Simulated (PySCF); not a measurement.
C$_{3}$HBrFN (SMILES N#C/C(F)=C\Br)

Input file:

```
{"job": {"kind": "uv", "xc": "CAM-B3LYP", "basis": "def2-SVPD", "nstates": 8, "ntriplets": 3}, "charge": 0, "multiplicity": 1}
N      2.346479     0.889927     0.204192
C      1.392048     0.264683     0.112036
C      0.204840    -0.500027    -0.003056
F      0.374130    -1.833602    -0.030641
C     -1.032636    -0.000820    -0.084023
Br    -1.387120     1.829658    -0.055642
H     -1.894408    -0.644914    -0.169943
```

Command:

```sh
OMP_NUM_THREADS=1 python probes_run.py task.json out
```

Geometry: GFN2-xTB.

All numbers below come from PySCF 2.14.0, CAM-B3LYP/def2-SVPD, SCF density, gas phase.

> Predict the electron density and electron localisation function between the atoms.

C–N (1.14 Å): the density is about 3.6 e/Å³ at the midpoint; the ELF peaks at about 0.85 between the atoms: a multiple bond.
C–C (1.34 Å): ρ at the midpoint is about 2.3 e/Å³; the ELF peaks at about 0.95 between the atoms: a multiple bond.
C–F (1.34 Å): ρ is about 2.3 e/Å³ halfway, with its minimum of 1.8 e/Å³ about 0.5 Å from C; the ELF peaks at about 0.85 between the atoms, as expected for a polar covalent bond.
C–Br (1.86 Å): ρ at the midpoint is about 1.2 e/Å³; the ELF peaks at about 0.90 between the atoms (a covalent bond).

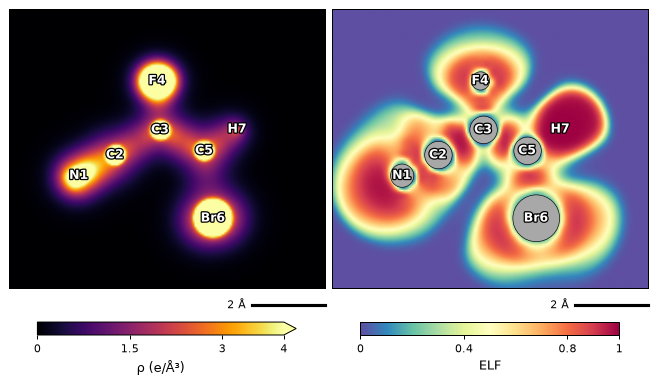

Computed electron density and electron localisation function on the molecular plane, in this order. Grey discs cover the atomic cores in the ELF map. 
